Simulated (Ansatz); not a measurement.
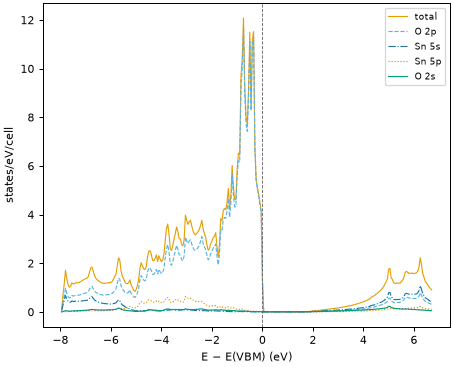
*Total and projected density of states of SnO₂ (anatase, space group No. 141), LDA in the plane-wave PAW code Ansatz*

### Question
Which orbitals carry the states next to the gap?

### Answer
Top 1 eV of the valence band: O 2p 97 %. Bottom 1 eV of the conduction band: Sn 5s 52 %, O 2s 25 %, O 2p 18 %. Projections are on Löwdin-orthogonalised atomic valence shells; empty p or d shells of many metals are not among them.

### Question
Where is the tallest occupied peak in this window, and what makes it?

### Answer
Near -0.8 eV, about 12 states/eV per cell; the largest projected share is O 2p.

Space group I4_1/amd (anatase). The workflow started from a Materials Project entry (that database holds measured and hypothetical structures alike); the Crystallography Open Database copy checked does not list it. It is not the phase usual at ambient conditions (space group No. 136). Symmetry was held in the LDA relaxation; its stability against distortions is not shown here. Scalar-relativistic: spin–orbit coupling is off unless named, which matters more the heavier the elements.

Potentials: the later of the program's two PAW sets.
